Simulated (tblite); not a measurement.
# C2H8B3N: the cost of one run

Computed with tblite 0.8.0 and PySCF 2.14.0, with density-fitted response routines of our own, on a single molecule in the gas phase. Atoms are numbered from 0 throughout.

### Step 1. The molecule as given

14 atoms, charge 0, multiplicity 1; geometry from: force field or distance geometry start.

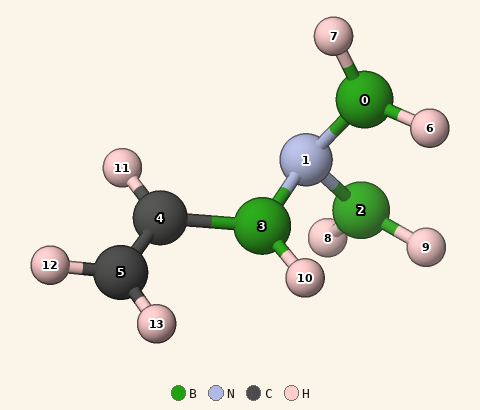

As it starts; boron green, nitrogen light blue, carbon dark grey, hydrogen pink, atoms numbered; sticks join atoms by distance.

### Step 2. Geometry optimisation with GFN2-xTB

Job settings and geometry (Å):

```
{"job": {"kind": "relax", "xc": "GFN2-xTB", "basis": "xTB"}, "charge": 0, "multiplicity": 1}
B     -1.790400     0.903800     0.867000
N     -1.105000    -0.355300     0.369800
B     -1.956800    -1.030800    -0.683000
B      0.227100     0.048500    -0.265600
C      1.571900    -0.321700     0.469900
C      2.747300     0.060500    -0.035000
H     -2.210800     1.700700     0.084400
H     -1.524500     1.328800     1.944600
H     -1.828800    -2.188400    -0.879500
H     -2.397500    -0.392700    -1.585900
H      0.244900     0.709300    -1.236900
H      1.533900    -0.896200     1.385300
H      3.662400    -0.201700     0.497600
H      2.825600     0.634700    -0.954800
```

Started as:

```sh
$ OMP_NUM_THREADS=1 python probes_run.py task.json out
```

This one command runs all jobs of the session in turn.

Q: Estimate the wall time and peak memory of this first job on 1 thread of Intel Xeon at 2.50GHz, shared host.

About 1.4 s, with a peak of 0.18 GiB.
